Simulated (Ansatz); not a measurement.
Breaking the C4–H7 bond in C2H6Be (SMILES [BeH][CH2]C) (multiplicity 1 held, fragments rigid). Energies count from the point at 1.093 Å.
Geometry at that point (charge 0, multiplicity 1):
```csv
atom,x (Å),y (Å),z (Å)
Be,-1.4452,-0.3387,0.7701
H,-2.6893,-0.1958,1.2244
C,0.1257,-0.5230,0.1984
C,0.7015,0.6578,-0.6109
H,0.1697,-1.4350,-0.4126
H,0.7852,-0.7314,1.0519
H,0.7254,1.5770,-0.0208
H,0.1033,0.8659,-1.5011
H,1.7234,0.4649,-0.9477
```

R- and RO- levels are restricted; in cc, def2 and unpolarised 6-31G sets they are followed outwards from rest. U- levels take the lowest unrestricted solution at each point, which mixes spins at long bonds. Active spaces are followed from a long bond inwards. Levels need not reach the same state.

Correlated levels freeze the cores.

The values were computed with Ansatz (a quantum-chemistry and plane-wave program) with Gaussian orbitals. 

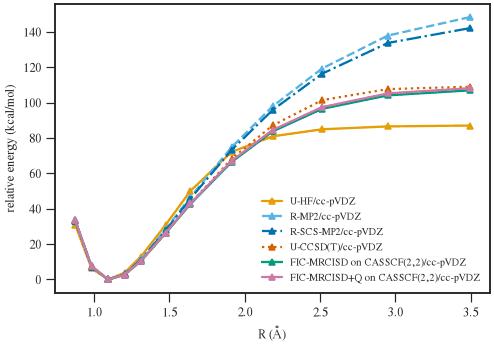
Fig. 1. Relative energy along the coordinate

Task: Read off the U-HF/cc-pVDZ curve at R = 3.496.

Result: about 87 kcal/mol

Doubts at one or more of the structures used: a spin-contaminated determinant (U-HF/cc-pVDZ, U-CCSD(T)/cc-pVDZ); a restricted determinant that unrestricted orbitals would lower (R-MP2/cc-pVDZ, R-SCS-MP2/cc-pVDZ); T1 above 0.05 (U-CCSD(T)/cc-pVDZ).
